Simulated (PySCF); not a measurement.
**Atomic calculation for As⁺**

System: As⁺, configuration 1s2 2s2 2p6 3s2 3p6 3d10 4s2 4p1 4d1, multiplicity 3.
Method: unrestricted HF, aug-cc-pVTZ-DK, spin-free X2C-1e, Gaussian nucleus (PySCF).

### Summary

```
      quantity                      value
       outcome                  converged
  total energy         −2258.2528 hartree
          ⟨S²⟩                      2.007
          ⟨L²⟩                       8.02
SCF iterations                          7
      hardware  1 CPU thread, shared host
      CPU time    6.6 s (integrals apart)
```

### Remarks

The driver held the occupations shell by shell, and empty p levels lie below the filled 4d. This is not the ground configuration of the species. ⟨L²⟩ departs from that of the intended term, so the determinant mixes terms. Limits: unstable response matrix: no polarizability.

### Input file
```python
from pyscf import gto, scf, dft, mp, cc
import basis_set_exchange as bse
mol = gto.M(atom="As 0 0 0", charge=1, spin=2, symmetry="D2h",
            basis=gto.basis.parse(bse.get_basis("aug-cc-pVTZ-DK", elements=["As"], fmt="nwchem")),
            nucmod="G")
mf = scf.UHF(mol).sfx2c1e()
mf.irrep_nelec = {'Ag': (6, 6), 'B1g': (1, 1), 'B2g': (2, 1), 'B3g': (1, 1), 'B1u': (2, 2), 'B2u': (3, 2), 'B3u': (2, 2)}
mf.kernel()
```

The script is an equivalent of what the driver set up; the driver started from orbitals of its own, so the log can be shorter than this script's would be, and it computed the properties (radii, ⟨L²⟩, response) afterwards. It held the occupations shell by shell, which the script's counts by irreducible representation don't always enforce.

### The program's output (extracts)
```
damping factor = 0
level_shift factor = 0
DIIS = <class 'pyscf.scf.diis.CDIIS'>
diis_start_cycle = 1
diis_space = 10
diis_damp = 0
SCF conv_tol = 1e-09
SCF conv_tol_grad = None
number electrons alpha = 17  beta = 15
cycle= 1 E= -2258.25236084626  delta_E= -0.00313  |g|= 0.0204  |ddm|= 0.0655
cycle= 2 E= -2258.25273222071  delta_E= -0.000371  |g|= 0.00727  |ddm|= 0.022
cycle= 3 E= -2258.25278845203  delta_E= -5.62e-05  |g|= 0.000428  |ddm|= 0.0134
cycle= 4 E= -2258.25278874086  delta_E= -2.89e-07  |g|= 8.42e-05  |ddm|= 0.00184
cycle= 5 E= -2258.25278875131  delta_E= -1.04e-08  |g|= 3.2e-05  |ddm|= 0.000312
cycle= 6 E= -2258.2527887534  delta_E= -2.09e-09  |g|= 3.8e-06  |ddm|= 0.000171
cycle= 7 E= -2258.25278875342  delta_E= -2.82e-11  |g|= 2.96e-07  |ddm|= 1.98e-05
converged SCF energy = -2258.25278875342  <S^2> = 2.0070899  2S+1 = 3.0047229
```

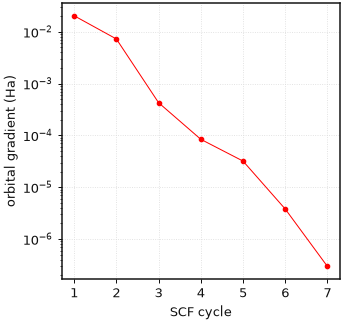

**Figure 1.** Convergence: orbital gradient against the SCF cycle. The residual falls at every step. It goes from 0.020 to 3.0×10⁻⁷ in 7 steps.

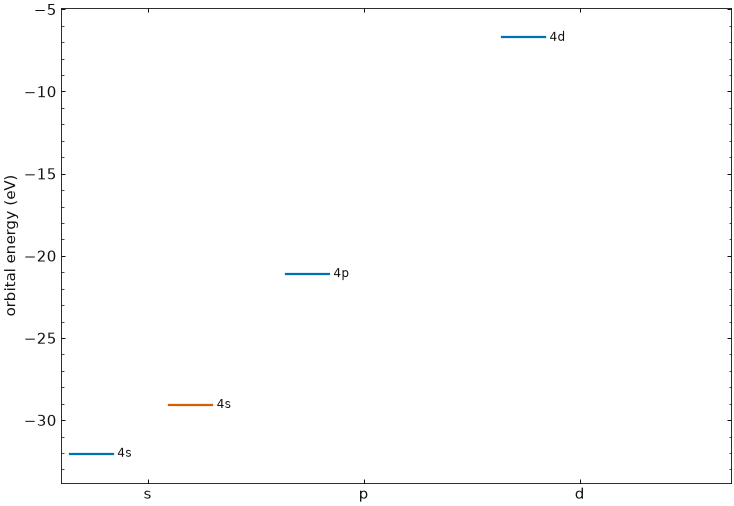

**Figure 2.** Orbital energies of the mean field, from the top down to −32.0 eV, by angular momentum, α spin at the left of each column and β at the right; ×n counts the orbitals under one label. Empty levels that the record names by l alone aren't drawn. The highest filled orbital is 4d α at −6.70 eV, the lowest empty one p α at −11.3 eV.

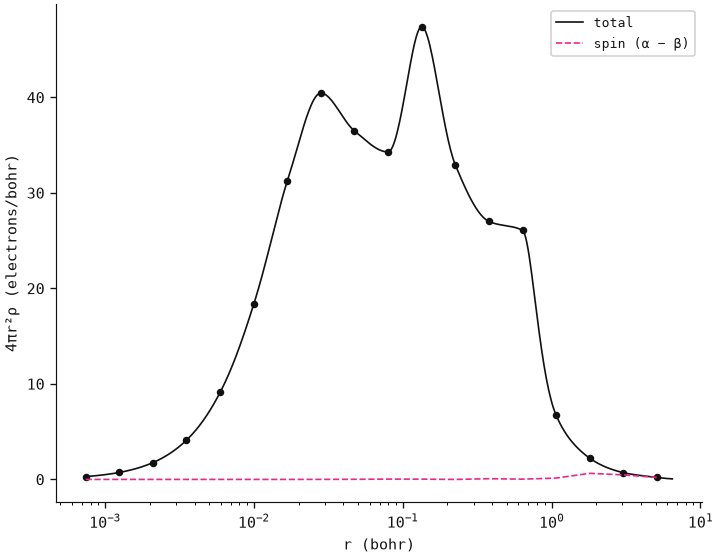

**Figure 3.** Spherically averaged radial density 4πr²ρ of the mean field and its spin part; markers are the stored points, which are sparse, and the line is a monotone interpolation between them. The largest stored value is 47.4 electrons/bohr at r = 0.13 bohr. Root-mean-square radii of the shells: 3s 0.639, 3p 0.667, 3d 0.746, 4s 1.99, 4p 2.37, 4d 4.38 bohr.
